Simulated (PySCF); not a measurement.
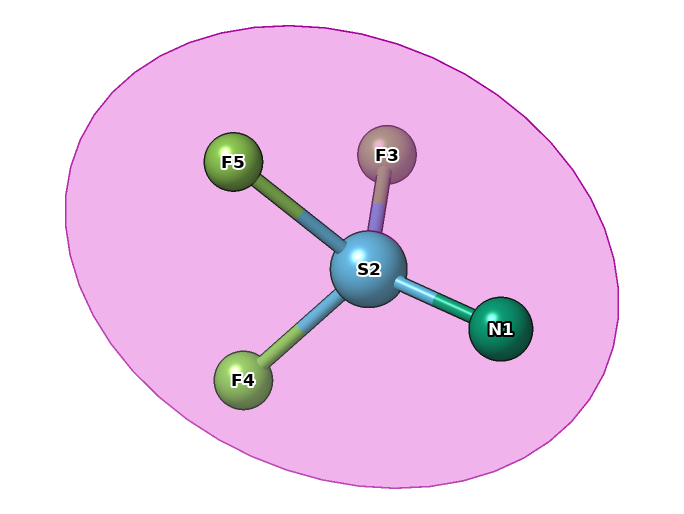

A disc through the centre of mass is drawn in. Depth is shown by fading: the farther an atom, the more it takes the colour of the background. The geometry was computed by an optimisation with PBE0-D3(BJ)/def2-SVP. No frequency run is at hand to confirm it as a minimum.

Q: Is the plane of the disc a mirror plane of the structure?

A: No. The point group is C3v, with 1 C3 axis and 3 mirror planes, and this plane isn't one of its mirror planes.
